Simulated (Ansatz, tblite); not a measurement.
# Si(OtBu)H3 (C₄H₁₂OSi): rung by rung, part 2 of 2

How do method and basis change the picture of Si(OtBu)H3 (C₄H₁₂OSi) (singlet)?

Ansatz 0.2.0, Gaussian basis; as each input shows.

## (9) PBE-D4/def2-SVP

The input, in.yaml:

```yaml
crystal:
  periodic: [false, false, false]
  atoms:
    - {symbol: C, position_ang: [-0.091813, 0.008564, 0.449150]}
    - {symbol: C, position_ang: [-0.955529, -1.215224, 0.113211]}
    - {symbol: C, position_ang: [0.357091, -0.033904, 1.913889]}
    - {symbol: C, position_ang: [-0.849051, 1.310759, 0.153067]}
    - {symbol: O, position_ang: [1.129445, -0.027409, -0.319086]}
    - {symbol: Si, position_ang: [1.336666, -0.056606, -1.982853]}
    - {symbol: H, position_ang: [-1.864931, -1.241877, 0.746669]}
    - {symbol: H, position_ang: [-1.284665, -1.197807, -0.946173]}
    - {symbol: H, position_ang: [-0.385187, -2.150207, 0.281959]}
    - {symbol: H, position_ang: [0.933013, -0.959903, 2.108996]}
    - {symbol: H, position_ang: [-0.513261, -0.005796, 2.599353]}
    - {symbol: H, position_ang: [1.012170, 0.831311, 2.136245]}
    - {symbol: H, position_ang: [-1.168764, 1.356898, -0.908048]}
    - {symbol: H, position_ang: [-0.203630, 2.188015, 0.357232]}
    - {symbol: H, position_ang: [-1.758056, 1.391200, 0.782614]}
    - {symbol: H, position_ang: [2.821360, -0.053440, -2.190968]}
    - {symbol: H, position_ang: [0.736220, 1.144516, -2.670908]}
    - {symbol: H, position_ang: [0.748921, -1.289069, -2.624339]}
basis:
  gaussian: {orbitals: def2-SVP, initial_orbitals: start.molden}
hamiltonian: {xc: pbe, dispersion: d4}
scf: {omitted_lower_state_checks: [starts]}
output: {orbitals: {seedname: orbitals}}
```

The run is started by

```bash
$ ansatz run in.yaml --threads 4 --pin off --events-out ev --progress --plain --max-ram 4787MiB
```

What it wrote:

```text
Functional definition: PBE
  name "PBE"
  cite "Perdew, Burke & Ernzerhof, Phys. Rev. Lett. 77, 3865 (1996) doi:10.1103/PhysRevLett.77.3865"
  parent pbe
  parameter kappa = 0.804
  parameter beta = 0.06672455060314922
  exchange = pbe_x(kappa = kappa, mu = beta*pi^2/3)
  correlation = pbe_c(beta = beta)
these checks for a lower state are left out or cut short: starts
1667 factors; their error is unknown
mean field evaluation 1: about -14249.3741 eV, gradient 9.4e0 eV
mean field evaluation 2: about -14249.6118 eV, gradient 1.8e-1 eV
mean field evaluation 4: about -14249.5245 eV, gradient 3.6e-4 eV
mean field -14249.52453273 eV, -523.6603679031 hartree, gradient 8.1e-6 eV, S^2 0.000000; 0 other end points of the search recorded, 0 dependent functions left out
reference -14249.52457340 eV, -523.6603693978 hartree; 29, 29 occupied and 119, 119 virtual orbitals, 1667 factors
Total energy: -14249.93866752 eV, -523.6755870759 hartree
Checks for a lower state left out: starts
```

Wall time 1.6 s (4 threads of Arm Neoverse V2, shared host).

HOMO -6.32 eV, LUMO -0.03 eV.

## (10) PBE0-D4/def2-SVP

in.yaml, as its differences from that of step 9:

```diff
@@ -23,3 +23,3 @@
   gaussian: {orbitals: def2-SVP, initial_orbitals: start.molden}
-hamiltonian: {xc: pbe, dispersion: d4}
+hamiltonian: {xc: pbe0, dispersion: d4}
 scf: {omitted_lower_state_checks: [starts]}
```

Same command.

What it wrote:

```text
Functional definition: PBE0
  name "PBE0"
  cite "Adamo & Barone, J. Chem. Phys. 110, 6158 (1999) doi:10.1063/1.478522"
  cite "Perdew, Burke & Ernzerhof, Phys. Rev. Lett. 77, 3865 (1996) doi:10.1103/PhysRevLett.77.3865"
  parent pbe
  parameter a = 0.25
  parameter kappa = 0.804
  parameter beta = 0.06672455060314922
  exchange = (1 - a)*pbe_x(kappa = kappa, mu = beta*pi^2/3) + a*exact_x
  correlation = pbe_c(beta = beta)
these checks for a lower state are left out or cut short: starts
1667 factors; their error is unknown
mean field evaluation 1: about -14251.2181 eV, gradient 7.3e0 eV
mean field evaluation 2: about -14251.3551 eV, gradient 1.0e-1 eV
mean field evaluation 4: about -14251.3888 eV, gradient 2.0e-4 eV
mean field -14251.38879373 eV, -523.7288782313 hartree, gradient 1.8e-5 eV, S^2 0.000000; 0 other end points of the search recorded, 0 dependent functions left out
reference -14251.38882551 eV, -523.7288793993 hartree; 29, 29 occupied and 119, 119 virtual orbitals, 1667 factors
Total energy: -14251.74071489 eV, -523.7418110954 hartree
Checks for a lower state left out: starts
```

Run time: 2 s. Hardware: 4 threads of Arm Neoverse V2, shared host.

HOMO -7.86 eV, LUMO 0.85 eV.

## (11) HF/STO-3G

in.yaml, as its differences from that of step 10:

```diff
@@ -22,4 +22,4 @@
 basis:
-  gaussian: {orbitals: def2-SVP, initial_orbitals: start.molden}
-hamiltonian: {xc: pbe0, dispersion: d4}
+  gaussian: {orbitals: STO-3G}
+hamiltonian: {xc: hf}
 scf: {omitted_lower_state_checks: [starts]}
```

Same command.

What it wrote:

```text
Functional definition: HF
  name "HF"
  cite "Fock, Z. Phys. 61, 126 (1930) doi:10.1007/BF01340294"
  parent pbe
  exchange = exact_x
  correlation = 0
these checks for a lower state are left out or cut short: starts
625 factors; integrals over basis functions are off by at most 3.7e-5 eV
mean field evaluation 1: about -14040.4975 eV, gradient 2.6e1 eV
mean field evaluation 2: about -14040.8552 eV, gradient 2.6e1 eV
mean field evaluation 4: about -14043.2410 eV, gradient 1.7e0 eV
mean field evaluation 8: about -14043.2535 eV, gradient 2.2e-4 eV
mean field -14043.25350242 eV, -516.0800473547 hartree, gradient 2.3e-5 eV, S^2 0.000000; 0 other end points of the search recorded, 0 dependent functions left out
reference -14043.25350242 eV, -516.0800473547 hartree; 29, 29 occupied and 17, 17 virtual orbitals, 625 factors
Total energy: -14043.25350242 eV, -516.0800473547 hartree
Checks for a lower state left out: starts
```

Run time: 0.2 s. Hardware: 4 threads of Arm Neoverse V2, shared host.

Report: HOMO -8.31 eV, LUMO 12.07 eV.

## (12) CCSD(T)/def2-SVP

in.yaml, as its differences from that of step 11:

```diff
@@ -22,4 +22,4 @@
 basis:
-  gaussian: {orbitals: STO-3G}
-hamiltonian: {xc: hf}
+  gaussian: {orbitals: def2-SVP, initial_orbitals: start.molden}
+correlation: {method: ccsd_t}
 scf: {omitted_lower_state_checks: [starts]}
```

Launched as before.

What it wrote, cut to the lines that bear on the results:

```text
Functional definition: HF
  name "HF"
  cite "Fock, Z. Phys. 61, 126 (1930) doi:10.1007/BF01340294"
  parent pbe
[...]
1503 factors; integrals over basis functions are off by at most 1.3e-3 eV
[...]
mean field -14204.97990569 eV, -522.0233830528 hartree, gradient 1.8e-6 eV, S^2 0.000000; 0 other end points of the search recorded, 0 dependent functions left out
10 core orbitals not correlated: weight in the atoms' cores, before any rotation towards them, 1.000 or more for the frozen orbitals, at most 0.000 for the correlated occupied ones
reference -14204.97990569 eV, -522.0233830528 hartree; 19, 19 occupied and 119, 119 virtual orbitals, 1503 factors
second order -23.67677695 eV of doubles, -0.00000000 eV of singles
cycle   1  -24.99634248 eV  change    -1.3e0 eV  update   1.1e-1
[...]
cycle   9  -25.83050672 eV  change   -1.7e-6 eV  update   1.6e-5
perturbative correction -0.73750129 eV, -0.0271026727 hartree
Total energy: -14231.54791371 eV, -522.9997393390 hartree
Checks for a lower state left out: starts
```

It took 28 s on 4 threads of Arm Neoverse V2, shared host; peak memory 1.3 GiB.

Report: Hartree-Fock HOMO -11.62 eV, LUMO 4.11 eV; T1 0.010.

## (13) MP2/def2-TZVP

in.yaml, as its differences from that of step 12:

```diff
@@ -22,4 +22,4 @@
 basis:
-  gaussian: {orbitals: def2-SVP, initial_orbitals: start.molden}
-correlation: {method: ccsd_t}
+  gaussian: {orbitals: def2-TZVP, initial_orbitals: start.molden}
+correlation: {method: mp2}
 scf: {omitted_lower_state_checks: [starts]}
```

Launched as before.

What it wrote:

```text
Functional definition: HF
  name "HF"
  cite "Fock, Z. Phys. 61, 126 (1930) doi:10.1007/BF01340294"
  parent pbe
  exchange = exact_x
  correlation = 0
these checks for a lower state are left out or cut short: starts
1815 factors; integrals over basis functions are off by at most 1.3e-3 eV
mean field evaluation 1: about -14213.5932 eV, gradient 3.1e1 eV
mean field evaluation 2: about -14214.5906 eV, gradient 1.0e0 eV
mean field evaluation 4: about -14214.9110 eV, gradient 7.9e-3 eV
mean field evaluation 8: about -14214.9111 eV, gradient 1.4e-6 eV
mean field -14214.91106025 eV, -522.3883462514 hartree, gradient 4.4e-6 eV, S^2 0.000000; 0 other end points of the search recorded, 0 dependent functions left out
10 core orbitals not correlated: weight in the atoms' cores, before any rotation towards them, 1.000 or more for the frozen orbitals, at most 0.000 for the correlated occupied ones
reference -14214.91106025 eV, -522.3883462514 hartree; 19, 19 occupied and 235, 235 virtual orbitals, 1815 factors
second order -28.32498503 eV of doubles, -0.00000000 eV of singles
Total energy: -14243.23604528 eV, -523.4292702520 hartree
Checks for a lower state left out: starts
```

Wall time 4.2 s (4 threads of Arm Neoverse V2, shared host); peak memory 0.79 GiB.

Report: Hartree-Fock HOMO -11.62 eV, LUMO 3.27 eV.

## (14) Levels side by side

| level | functions | HOMO (eV) | LUMO (eV) | gap (eV) | time |
| --- | --- | --- | --- | --- | --- |
| HF/STO-3G | 46 | -8.31 | 12.07 | 20.38 | 0.2 s |
| LDA/def2-TZVP | 264 | -6.61 | -0.75 | 5.86 | 1.8 s |
| PBE-D4/def2-SVP | 148 | -6.32 | -0.03 | 6.29 | 1.6 s |
| PBE-D4/def2-TZVP | 264 | -6.48 | -0.47 | 6.01 | 3.3 s |
| BLYP-D4/def2-TZVP | 264 | -6.39 | -0.35 | 6.05 | 3 s |
| r2SCAN-D4/def2-TZVP | 264 | -6.80 | -0.03 | 6.77 | 6 s |
| PBE0-D4/def2-SVP | 148 | -7.86 | 0.85 | 8.72 | 2 s |
| PBE0-D4/def2-TZVP | 264 | -7.96 | 0.38 | 8.34 | 5.5 s |
| ωB97M-V/def2-TZVP | 264 | -10.32 | 1.97 | 12.29 | 13 s |

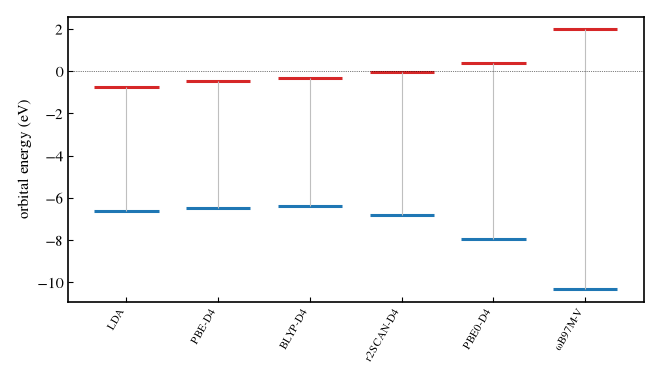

Highest filled (blue) and lowest empty (red) level in def2-TZVP.

The pieces so far (eV):

| basis | HF | MP2 correlation | CCSD correlation | (T) | total |
| --- | --- | --- | --- | --- | --- |
| def2-SVP | -14204.9799 | -23.6768 | -25.8305 | -0.7375 | -14231.5479 |
| def2-TZVP | -14214.9111 | -28.3250 |  |  | -14243.2360 (MP2) |

## (15) Binding energy

Free atoms were run apart at each level; binding is atoms less cluster, divided by the number of atoms, without zero-point or spin-orbit terms.

Differences are taken before rounding.

| method | binding an atom (eV) | from CCSD(T)/def2-SVP (eV) | time |
| --- | --- | --- | --- |
| HF/STO-3G | 3.654 | -0.116 | 0.2 s |
| HF/def2-SVP | 2.990 | -0.780 |  |
| HF/def2-TZVP | 2.954 | -0.816 |  |
| LDA/def2-TZVP | 4.442 | +0.672 | 1.8 s |
| PBE-D4/def2-SVP | 4.003 | +0.234 | 1.6 s |
| PBE-D4/def2-TZVP | 3.978 | +0.208 | 3.3 s |
| BLYP-D4/def2-TZVP | 3.911 | +0.141 | 3 s |
| r2SCAN-D4/def2-TZVP | 3.935 | +0.166 | 6 s |
| PBE0-D4/def2-SVP | 3.959 | +0.189 | 2 s |
| PBE0-D4/def2-TZVP | 3.932 | +0.162 | 5.5 s |
| ωB97M-V/def2-TZVP | 3.939 | +0.169 | 13 s |
| MP2/def2-SVP | 3.784 | +0.014 |  |
| MP2/def2-TZVP | 3.831 | +0.061 | 4.2 s |
| CCSD/def2-SVP | 3.738 | -0.032 |  |
| CCSD(T)/def2-SVP | 3.770 | 0 | 28 s |

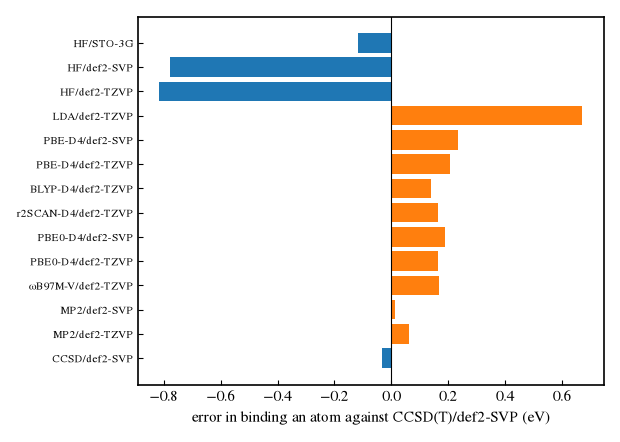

Deviations from CCSD(T)/def2-SVP, method by method.

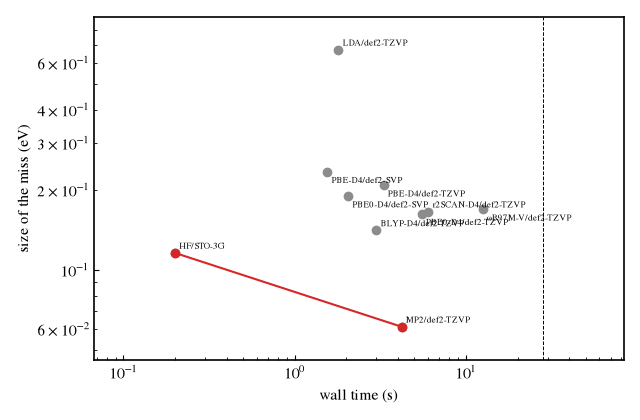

Miss against cost. Red marks the levels that no quicker level drawn beats (of those quicker than the yardstick), and the dashed line is the time of CCSD(T)/def2-SVP. Times are from a shared host.

## (16) Results

What follows sums up all 2 parts.

```
                                                 quantity                              value
gap in def2-TZVP, named functionals, smallest and largest  5.86 eV (LDA), 12.29 eV (ωB97M-V)
                     correlation energy, CCSD(T)/def2-SVP                          -26.57 eV
                        correlation energy, MP2/def2-TZVP                          -28.32 eV
                        binding an atom, CCSD(T)/def2-SVP                           3.770 eV
          PBE0 total energy, smallest basis above largest      9.83 eV (def2-SVP, def2-TZVP)
```

In words: Over the named functionals in def2-TZVP the gap runs from 5.86 eV (LDA) to 12.29 eV (ωB97M-V); exact exchange widens it. A small miss in a minimal or small basis is a cancelling of errors, not accuracy. The functionals in def2-TZVP miss CCSD(T)/def2-SVP by +0.141 (BLYP-D4) to +0.672 eV (LDA) an atom. The yardstick is in a double-zeta basis, so levels in larger sets aren't compared like for like. CCSD(T)/def2-SVP isn't at the basis-set limit; small misses against it rank nothing.

MP2/def2-TZVP reaches 0.061 eV from the reference in 4.2 s, where CCSD(T)/def2-SVP took 28 s; the quickest level in the cost chart, HF/STO-3G, takes 0.2 s and misses by 0.116 eV. The slowest run with a step of its own, CCSD(T)/def2-SVP, took 28 s; the quickest functional in def2-TZVP took 1.8 s (shared host).
